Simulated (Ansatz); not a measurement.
# H5KNSi, charge +1: a pair, distance and slip, part 2 of 2

A grid of calculations on H₅KNSi, charge +1, to see where the energy is lowest and how it rises around there.

Ansatz 0.2.0; RHF/def2-SVPD. Earlier steps stand in the parts before.

### Step 9. The map

225 points were computed. Energies in kJ/mol, from the ion and the molecule far apart, frozen as in the relaxed pair, each in its own basis (no counterpoise correction):

```tsv
sideways slip of K1 (Å) ↓, separation of N3 and K1 along their line in the relaxed pair (Å) →	2.417	2.482	2.588	2.718	2.867	3.032	3.211	3.402	3.605	3.818	4.040	4.272	4.512	4.761	5.017
1.500	−44.4	−48.3	−52.4	−54.6	−54.5	−52.5	−49.2	−45.2	−41.0	−36.8	−32.8	−29.1	−25.8	−22.9	−20.4
1.286	−46.4	−50.9	−55.6	−58.1	−58.1	−56.0	−52.3	−47.9	−43.3	−38.7	−34.3	−30.4	−26.9	−23.7	−21.0
1.071	−46.6	−52.1	−57.9	−61.1	−61.3	−59.1	−55.2	−50.5	−45.4	−40.4	−35.8	−31.5	−27.8	−24.4	−21.6
0.857	−45.0	−51.8	−59.0	−63.2	−64.0	−61.8	−57.8	−52.7	−47.3	−42.0	−37.0	−32.5	−28.5	−25.0	−22.0
0.643	−41.9	−50.2	−59.2	−64.6	−66.0	−64.0	−59.9	−54.6	−48.8	−43.2	−38.0	−33.3	−29.2	−25.5	−22.4
0.429	−38.4	−48.1	−58.7	−65.3	−67.3	−65.6	−61.4	−55.9	−50.0	−44.2	−38.8	−33.9	−29.6	−25.8	−22.6
0.214	−35.8	−46.5	−58.2	−65.6	−68.1	−66.5	−62.3	−56.7	−50.6	−44.7	−39.2	−34.2	−29.8	−26.0	−22.7
0.000	−35.2	−46.2	−58.2	−65.8	−68.3	−66.8	−62.5	−56.9	−50.8	−44.8	−39.2	−34.2	−29.8	−25.9	−22.6
−0.214	−37.2	−47.6	−58.9	−65.9	−68.1	−66.3	−62.0	−56.4	−50.3	−44.4	−38.9	−33.9	−29.5	−25.7	−22.4
−0.429	−41.4	−50.3	−60.0	−65.8	−67.3	−65.2	−60.9	−55.3	−49.4	−43.6	−38.2	−33.3	−29.0	−25.3	−22.1
−0.643	−46.5	−53.6	−61.1	−65.4	−65.9	−63.4	−59.0	−53.6	−47.9	−42.3	−37.1	−32.4	−28.3	−24.7	−21.6
−0.857	−51.4	−56.5	−61.7	−64.2	−63.8	−60.9	−56.5	−51.3	−45.9	−40.6	−35.7	−31.3	−27.4	−23.9	−21.0
−1.071	−54.8	−58.0	−61.1	−62.2	−60.9	−57.8	−53.5	−48.6	−43.5	−38.6	−34.1	−30.0	−26.3	−23.0	−20.2
−1.286	−56.1	−57.9	−59.3	−59.1	−57.3	−54.0	−49.9	−45.4	−40.8	−36.4	−32.2	−28.4	−25.0	−22.0	−19.4
−1.500	−55.1	−55.9	−56.1	−55.2	−53.0	−49.9	−46.1	−42.0	−37.9	−33.9	−30.2	−26.7	−23.6	−20.9	−18.5
```

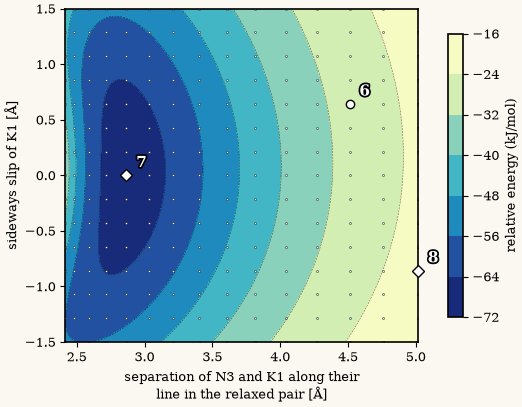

The map; numbers mark the steps of this session that print a point's run. The picture shows filled contours, dots at the grid points.

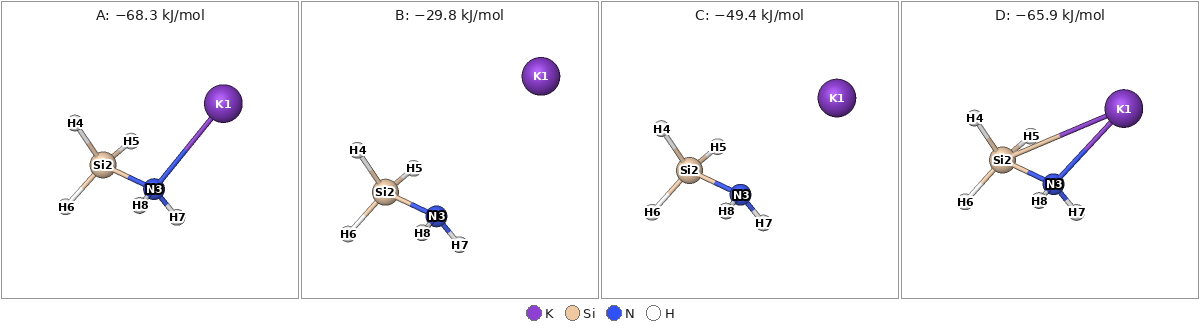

Structures on the grid, at one scale: A at (2.867 Å, 0.000 Å); B at (4.512 Å, 0.214 Å); C at (3.605 Å, −0.429 Å); D at (2.718 Å, −0.214 Å).

The largest force on an atom (eV/Å) at each point:

| sideways slip of K1 (Å) ↓, separation of N3 and K1 along their line in the relaxed pair (Å) → | 2.417 | 2.482 | 2.588 | 2.718 | 2.867 | 3.032 | 3.211 | 3.402 | 3.605 | 3.818 | 4.040 | 4.272 | 4.512 | 4.761 | 5.017 |
| --- | --- | --- | --- | --- | --- | --- | --- | --- | --- | --- | --- | --- | --- | --- | --- |
| 1.500 | 1.35 | 1.23 | 1.08 | 0.96 | 0.87 | 0.82 | 0.79 | 0.79 | 0.80 | 0.83 | 0.85 | 0.88 | 0.92 | 0.95 | 0.98 |
| 1.286 | 1.21 | 1.09 | 0.95 | 0.82 | 0.74 | 0.69 | 0.68 | 0.69 | 0.72 | 0.75 | 0.79 | 0.83 | 0.87 | 0.91 | 0.95 |
| 1.071 | 1.06 | 0.95 | 0.81 | 0.69 | 0.61 | 0.57 | 0.57 | 0.60 | 0.64 | 0.69 | 0.74 | 0.79 | 0.83 | 0.88 | 0.92 |
| 0.857 | 1.26 | 0.93 | 0.66 | 0.55 | 0.47 | 0.45 | 0.46 | 0.51 | 0.56 | 0.62 | 0.69 | 0.74 | 0.80 | 0.85 | 0.89 |
| 0.643 | 1.54 | 1.14 | 0.65 | 0.42 | 0.35 | 0.33 | 0.37 | 0.43 | 0.50 | 0.57 | 0.64 | 0.71 | 0.77 | 0.82 | 0.87 |
| 0.429 | 1.80 | 1.34 | 0.77 | 0.31 | 0.22 | 0.22 | 0.29 | 0.36 | 0.45 | 0.53 | 0.60 | 0.68 | 0.74 | 0.80 | 0.85 |
| 0.214 | 1.98 | 1.47 | 0.86 | 0.36 | 0.11 | 0.19 | 0.29 | 0.32 | 0.41 | 0.50 | 0.58 | 0.65 | 0.72 | 0.78 | 0.84 |
| 0.000 | 2.02 | 1.51 | 0.88 | 0.37 | 0.02 | 0.19 | 0.29 | 0.32 | 0.39 | 0.48 | 0.56 | 0.64 | 0.71 | 0.77 | 0.82 |
| −0.214 | 1.92 | 1.42 | 0.82 | 0.34 | 0.10 | 0.20 | 0.29 | 0.32 | 0.39 | 0.47 | 0.55 | 0.63 | 0.70 | 0.76 | 0.82 |
| −0.429 | 1.67 | 1.23 | 0.70 | 0.27 | 0.18 | 0.22 | 0.30 | 0.33 | 0.40 | 0.48 | 0.55 | 0.63 | 0.69 | 0.75 | 0.81 |
| −0.643 | 1.34 | 0.98 | 0.53 | 0.27 | 0.26 | 0.27 | 0.31 | 0.36 | 0.42 | 0.49 | 0.56 | 0.63 | 0.69 | 0.75 | 0.81 |
| −0.857 | 0.97 | 0.69 | 0.35 | 0.33 | 0.32 | 0.33 | 0.36 | 0.40 | 0.45 | 0.51 | 0.58 | 0.64 | 0.70 | 0.76 | 0.81 |
| −1.071 | 0.63 | 0.43 | 0.40 | 0.39 | 0.38 | 0.38 | 0.40 | 0.44 | 0.48 | 0.54 | 0.59 | 0.65 | 0.71 | 0.76 | 0.81 |
| −1.286 | 0.48 | 0.47 | 0.45 | 0.45 | 0.43 | 0.43 | 0.45 | 0.47 | 0.51 | 0.56 | 0.61 | 0.67 | 0.72 | 0.77 | 0.82 |
| −1.500 | 0.51 | 0.50 | 0.51 | 0.50 | 0.47 | 0.47 | 0.48 | 0.51 | 0.55 | 0.59 | 0.64 | 0.68 | 0.73 | 0.78 | 0.83 |

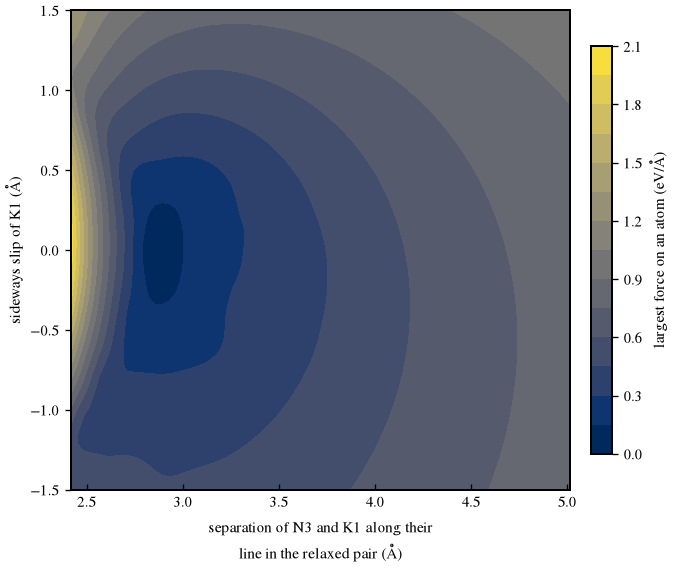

The largest force on an atom over the grid. In the figure: filled contours. Between grid points the surface is interpolated.

### Step 10. Outcome

This closing draws on all 2 parts.

| quantity | value |
| --- | --- |
| lowest point | (2.867 Å, 0.000 Å), −68.3 kJ/mol |
| highest computed point | (5.017 Å, −1.500 Å), 49.8 kJ/mol above the lowest |
| largest force on an atom (eV/Å) | 0.02 at (2.867 Å, 0.000 Å) to 2.02 at (2.417 Å, 0.000 Å); 0.02 at the lowest point |
| time for the whole task | 16 min on 1 thread, shared host |

What this shows: The lowest computed point is at (2.867 Å, 0.000 Å), −68.3 kJ/mol from the ion and the molecule far apart, frozen as in the relaxed pair, each in its own basis (no counterpoise correction). The grid shows no well of another kind. The highest computed point, (5.017 Å, −1.500 Å), lies 49.8 kJ/mol above the lowest. Round the minimum the two coordinates are nearly uncoupled. No counterpoise correction was made, so wells between separate parts tend to come out somewhat too deep.
